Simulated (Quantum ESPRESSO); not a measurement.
# Carrying a functional's shift from two faces of Ag to a third

**Set-up.** Quantum ESPRESSO 7.5 (pw.x, pp.x), GBRV ultrasoft files, cold smearing of 0.02 Ry; slabs at the tabulated lattice constant, relaxed under PBE by Ansatz 0.2.0; both functionals on the same atoms. Work functions in eV.

| face | area an atom (Å²) | PBE | PBEsol |
| --- | --- | --- | --- |
| (111) | 7.24 | 4.530 | 4.665 |
| (100) | 8.36 | 4.145 | 4.271 |
| (110) | 11.83 | 4.159 | withheld |

**Question.** What does PBEsol give for (110)?

**Worked estimate.** The shifts from PBE are 4.665 − 4.530 = +0.135 eV and 4.271 − 4.145 = +0.126 eV, +0.131 eV in the mean. A rigid shift gives 4.159 + (+0.131) = 4.290 eV.

What the calculation gave: 4.274 eV; the estimate misses by +0.016 eV. The shift is rigid within 0.03 eV, so differences between faces carry over. The measured value for this face is 4.10 eV (“Anisotropic work function of elemental crystals” (2019, arxiv:1902.07811)): PBE is off by +0.06 eV and PBEsol by +0.17 eV; other measurements of a face can differ by 0.1 to 0.2 eV.

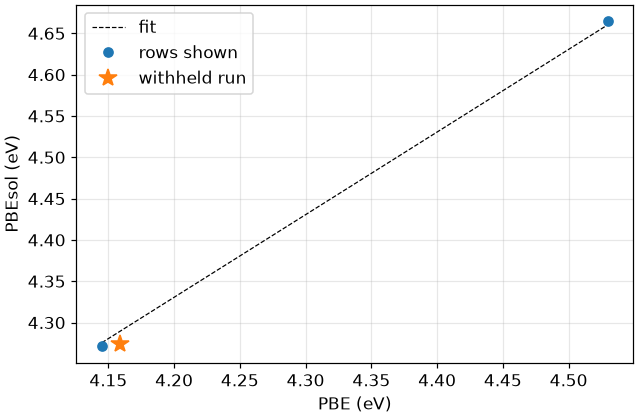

The rows shown, the fit and the withheld run.

**Limits.** Thin, unreconstructed slabs; thickness and mesh leave some 0.05 to 0.1 eV open, which largely cancels in the shift.
